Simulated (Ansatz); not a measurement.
**A computed series for Ti: pressure series**

Take Ti in the hcp (Mg type) structure (space group P6_3/mmc, No. 194; a = 2.901 Å, c = 4.591 Å) as the base.

Cell and atoms are relaxed at each pressure.

Level of theory: PBEsol in Ansatz (plane waves to 420 eV, PAW, scalar-relativistic without spin-orbit coupling).

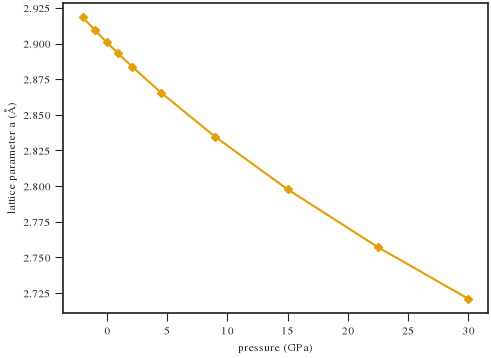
Lattice parameter a against pressure

From the plot, what is the lattice parameter a for pressure 9 GPa?

About 2.83 Å.

Is the trend monotonic over the range shown?

Yes, it falls throughout, spanning 2.721 Å to 2.918 Å.

Load acts through the strain it causes; cell and atoms are relaxed under it. No phonon test of stability was made. No other phases were tried under pressure. All final runs are without spin polarisation.

Ansatz is a quantum-chemistry and plane-wave program.
